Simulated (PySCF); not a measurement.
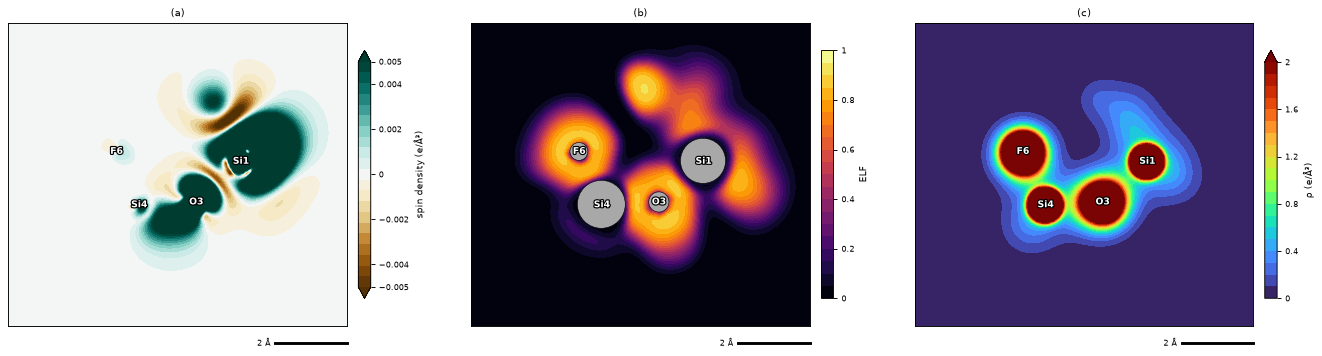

Figure 1: F$_{3}$H$_{3}$NOSi$_{2}$ (SMILES N[SiH]O[Si](F)(F)F) (doublet). (a) spin density; (b) ELF; (c) electron density on the plane of atoms O3, Si4 and F6. Grey discs cover the atomic cores in the ELF map.

Geometry: PBE0-D3(BJ)/def2-SVP.

All numbers below come from PySCF 2.14.0, density-fitted response routines, UKS B3LYP, IGLO-III on F N O Si, pcH-1 on H, non-relativistic, mean-field spin-orbit, GIAO.

Input file:

```
{"job": {"kind": "epr"}, "charge": 0, "multiplicity": 2}
Si    -1.320162     0.111961    -0.852327
N     -1.645774    -0.333874     0.782889
O      0.336213     0.444489    -0.948145
Si     1.697946     0.066407    -0.182714
F      2.334670     1.314255     0.578086
F      1.434263    -1.079739     0.906943
F      2.791515    -0.487302    -1.202035
H     -2.072689     1.380280    -1.128020
H     -1.158542    -1.117323     1.207953
H     -2.582998    -0.232244     1.158560
```

Command:

```sh
OMP_NUM_THREADS=1 python cluster_run.py task.json out
```

### Read the bonding off the picture.

The section cuts through Si, O and F sites. Si–F (1.60 Å): ρ is about 1.2 e/Å³ halfway; the ELF peaks at about 0.85 in the valence shell of F, 0.6 Å from its nucleus, and is about 0.65 at the midpoint. Si–O (1.61 Å): ρ is about 1.2 e/Å³ halfway; the ELF peaks at about 0.85 between the atoms: a polar covalent bond. Si–O (1.69 Å): ρ at the midpoint is about 0.94 e/Å³; the ELF peaks at about 0.85 between the atoms (a polar covalent bond). The ELF also peaks beside O3 and F6, away from the bonds: non-bonding electrons, paired or unpaired. The unpaired spin (1 electron) lies mostly on Si1 (about 0.7), N2 (about 0.1) and H8 (about 0.1), in electrons by Hirshfeld's partition.
